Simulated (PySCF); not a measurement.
NMR shielding calculation of C5H6F2

- system: C5H6F2, SMILES C=CC(=C)C(F)F
- method: GIAO PBE0/pcSseg-1 NMR shielding, non-relativistic, gas phase (PySCF 2.14.0)

The geometry comes from this level: GFN2-xTB, MD frame at 625 fs, 300 K. It belongs to a series of runs on one base structure; here: MD frame at 625 fs, 300 K. Figures and captions count atoms from 1; the log counts them from 0 in places.

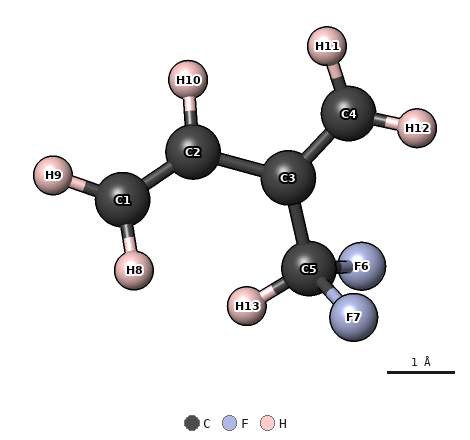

*The input geometry (ball-and-stick view, seen at a tilt; atoms are numbered from 1 in the order of the input).*

Bond lengths as drawn: C–C 1.31 to 1.49 Å, C–F 1.36 to 1.43 Å and C–H 1.06 to 1.11 Å.

**Input**
```
{"job": {"kind": "nmr", "xc": "PBE0", "basis": "pcSseg-1", "pop": false}, "charge": 0, "multiplicity": 1}
C      1.250300    -0.499100     0.435000
C      0.192600    -0.884400     1.105700
C     -1.210000    -0.383500     1.091200
C     -1.907100    -0.565000     2.223000
C     -1.722100     0.231300    -0.129200
F     -2.870000    -0.387300    -0.516000
F     -1.983300     1.625000     0.067000
H      1.141400     0.395600    -0.201400
H      2.259900    -0.951400     0.479000
H      0.209700    -1.775100     1.775600
H     -1.463900    -1.094400     3.067900
H     -2.808700    -0.043500     2.412900
H     -0.962000     0.188200    -0.930800
```

The first line tells a small driver script what to run in PySCF; the rest is the geometry in Å.

Launched with:
```bash
OMP_NUM_THREADS=1 python <driver script> task.json out
```

**The program's output**
```
coarse grid: 11328 points
cycle   1  E = -393.1506481676  dE =  8.351e-01  |g| = 7.148e-01  |ddm| = 3.214e+00
cycle   2  E = -393.0604252848  dE =  9.022e-02  |g| = 1.065e+00  |ddm| = 1.068e+00
cycle   3  E = -393.2416781140  dE = -1.813e-01  |g| = 9.177e-02  |ddm| = 6.533e-01
cycle   4  E = -393.2432005241  dE = -1.522e-03  |g| = 4.536e-02  |ddm| = 1.134e-01
cycle   5  E = -393.2436407613  dE = -4.402e-04  |g| = 1.605e-02  |ddm| = 4.485e-02
cycle   6  E = -393.2437013661  dE = -6.060e-05  |g| = 2.813e-03  |ddm| = 1.316e-02
cycle   7  E = -393.2437029939  dE = -1.628e-06  |g| = 1.106e-03  |ddm| = 2.872e-03
final grid: 111480 points
cycle   8  E = -393.2994078578  dE = -3.973e-05  |g| = 7.394e-03  |ddm| = 2.860e-02
cycle   9  E = -393.2994017310  dE =  6.127e-06  |g| = 9.823e-03  |ddm| = 1.309e-02
cycle  10  E = -393.2994203264  dE = -1.860e-05  |g| = 1.345e-03  |ddm| = 7.130e-03
cycle  11  E = -393.2994206564  dE = -3.300e-07  |g| = 2.894e-04  |ddm| = 1.044e-03
cycle  12  E = -393.2994206714  dE = -1.499e-08  |g| = 1.410e-04  |ddm| = 2.786e-04
cycle  13  E = -393.2994206758  dE = -4.454e-09  |g| = 2.472e-05  |ddm| = 1.295e-04
cycle  14  E = -393.2994206759  dE = -1.190e-10  |g| = 1.206e-05  |ddm| = 2.991e-05
```

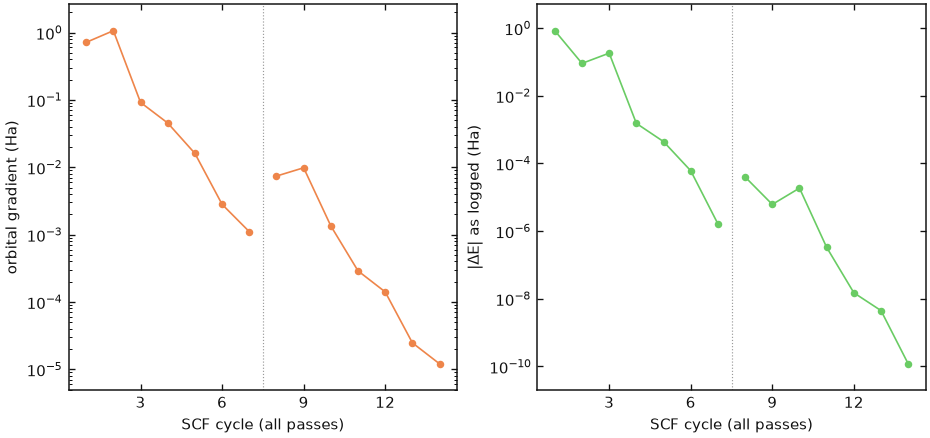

*Convergence of the self-consistent field: orbital gradient and size of the energy change against the SCF cycle. The dotted line marks the change from a coarse to the final integration grid.*

The first 7 cycles use a coarse grid, the final grid takes over at cycle 8, and the field converges after 14 cycles in all.

```
converged SCF energy = -393.2994206759

GIAO shielding tensors (ppm)
atom      isotropic    diamagn.    paramagn.     s11        s22        s33       span
  0 C       70.974     258.060    -187.086    -31.661     76.366    168.218    199.879
  1 C       39.017     254.907    -215.890    -65.015     46.186    135.881    200.896
  2 C       33.228     263.292    -230.063    -82.758     31.616    150.828    233.587
  3 C       50.512     249.731    -199.219    -60.698     47.401    164.834    225.531
  4 C       64.516     244.310    -179.794     46.753     65.832     80.962     34.208
  5 F      286.211     468.338    -182.127    195.200    314.688    348.744    153.544
  6 F      273.124     473.192    -200.068    143.409    310.860    365.103    221.694
  7 H       26.092      32.485      -6.393     23.839     24.486     29.950      6.112
  8 H       25.454      28.942      -3.488     24.016     24.558     27.786      3.770
  9 H       24.667      31.412      -6.744     22.569     23.753     27.680      5.111
 10 H       25.363      29.718      -4.354     22.429     24.870     28.791      6.362
 11 H       25.614      28.781      -3.167     21.572     25.161     30.107      8.535
 12 H       24.813      30.109      -5.296     22.615     23.516     28.308      5.692
```

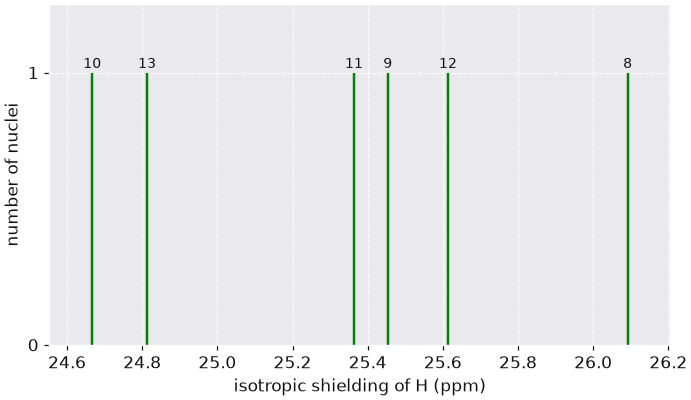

*Isotropic shieldings of the hydrogen nuclei in this fixed geometry, labelled by atom number; shielding grows to the right, so chemical shift grows to the left.*

The least shielded is H10 (24.7 ppm), the most shielded H8 (26.1 ppm).

**Key numbers**

| quantity | value |
| --- | --- |
| outcome | converged |
| total energy | −393.299421 hartree |
| HOMO | −7.40 eV |
| LUMO | −1.46 eV |
| dipole moment | 2.26 D |
| isotropic shielding, C | 33.2 to 71.0 ppm |
| isotropic shielding, F | 273.1 to 286.2 ppm |
| isotropic shielding, H | 24.7 to 26.1 ppm |
| hardware | 1 CPU thread, shared host |
| wall time | 14 s |
| peak memory | 0.73 GiB |
